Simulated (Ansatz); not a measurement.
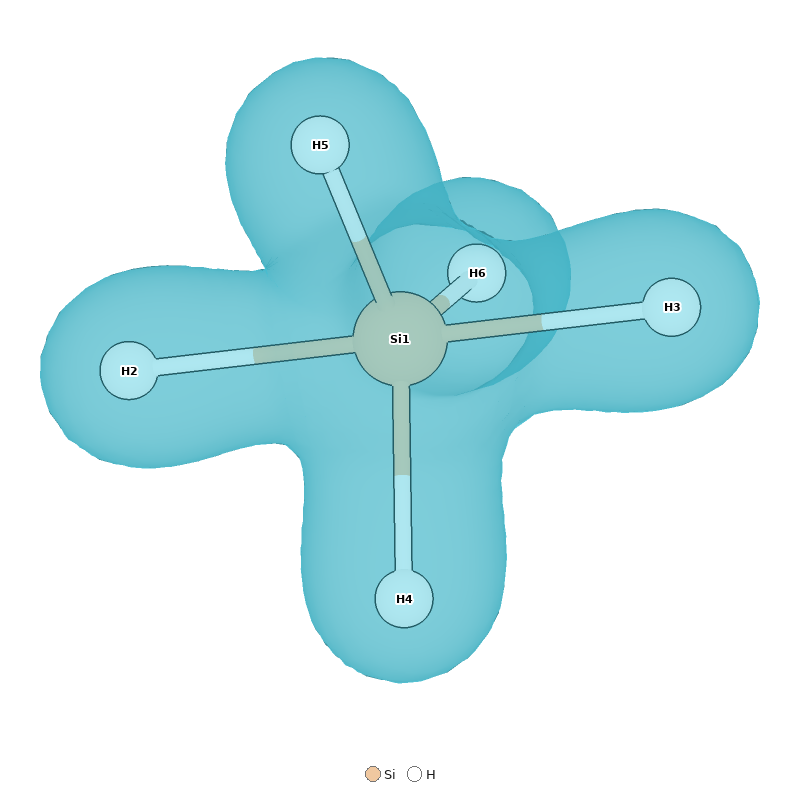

Figure. H$_{5}$Si (charge −1). Isosurface of the electron density at 0.4 e/Å³ (cyan), seen at a tilt.

Geometry: PBE0-D4/def2-TZVPD; the highest occupied orbital lies above zero, a sign that basis and functional describe the outermost electron poorly.

Method: RKS PBE0-D4/def2-TZVPD (Ansatz 0.2.0).

```
atom    x (Å)    y (Å)    z (Å)
  Si   0.0000   0.0000   0.0000
   H  -0.0205  -0.0079   1.6220
   H   0.0206   0.0079  -1.6220
   H   1.5323   0.0129   0.0195
   H  -0.7774   1.3207  -0.0033
   H  -0.7550  -1.3335  -0.0161
```

**What does this surface tell about the bonding?**

At this value the surface is in one piece. It bridges the sampled Si–H (1.53 Å) contacts, where the density stays above the isovalue. On the grid the lowest density along these lines, outside the cores, is 0.72 e/Å³ (Si–H, 1.53 Å).
